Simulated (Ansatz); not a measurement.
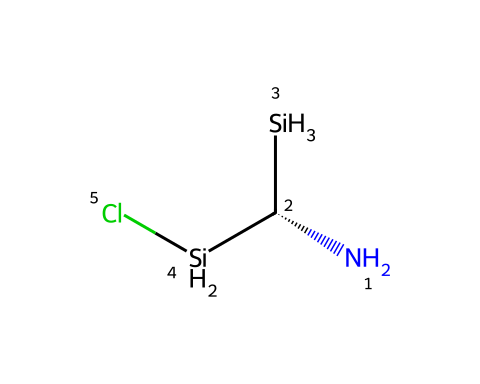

A structural formula, with wedges where it has stereocentres; small numbers name the atoms. The configuration is that of a computed structure (PBE-D4/def2-SVP).

Give the R/S and E/Z labels.

Answer. C2: S.
